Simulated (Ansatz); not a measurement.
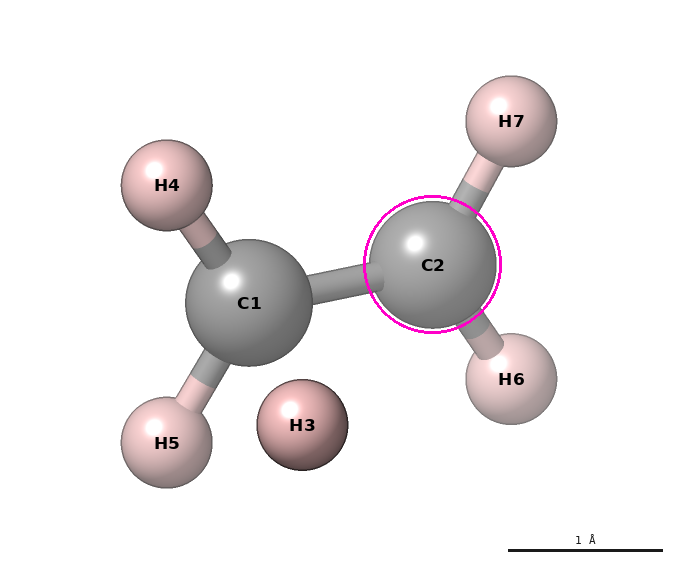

Source: calculation with Ansatz.

Orthographic view. Atoms fade into the background with distance from the viewer. The species is neutral and a spin doublet. Geometry: a fixed input geometry, not necessarily a minimum.

Question: Which atoms are bonded to the circled atom?

Answer: The circled atom is C2; it is bonded to C1, H6, H7.

Question: Which atom is farthest from the viewer?

Answer: H6, 1.1 Å behind the mean position.

Question: Which atom is nearest the viewer?

Answer: H3, 1.8 Å in front of the mean position.
